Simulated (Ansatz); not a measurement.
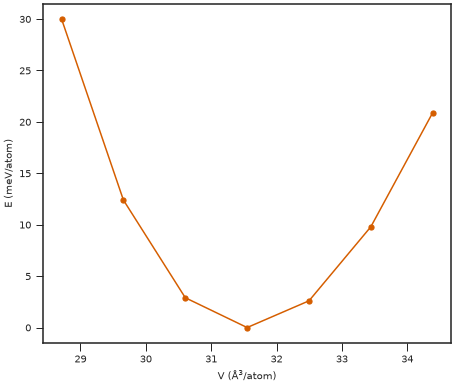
SrTl2 in space group P6_3/mmc (No. 194; Tl on 4f, Sr on 2b) under volume change, r²SCAN in the plane-wave PAW code Ansatz, shape and atoms relaxed at each volume.

**Question.** What does a third-order Birch–Murnaghan fit give for V₀, B₀ and B′?

**Answer.** V₀ = 31.54 Å³/atom, B₀ = 31.3 GPa, B′ = 5.1.

The workflow started from an entry of the Crystallography Open Database (COD). Whether it is the stable phase at ambient conditions was not checked. Symmetry was held in the r²SCAN relaxation; whether a distortion lowers the energy is not shown. Scalar-relativistic: spin–orbit coupling is off unless named, which matters more the heavier the elements.

Potentials: the later of the program's two PAW sets.
